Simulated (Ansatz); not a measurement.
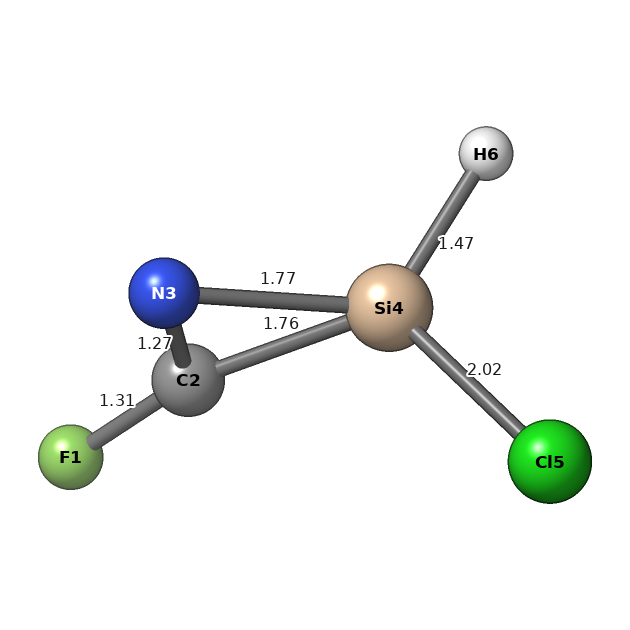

The numbers beside the sticks are distances in Å. Sticks don't show bond order. Computed geometry: PBE0-D4/def2-TZVP optimisation.

Q: Assign a bond order to each marked bond.

A: F1–C2 single; C2–N3 double; C2–Si4 single; N3–Si4 single; Si4–Cl5 single; Si4–H6 single.

Q: Give the structure as SMILES.

A: FC1=N[Si@H]1Cl
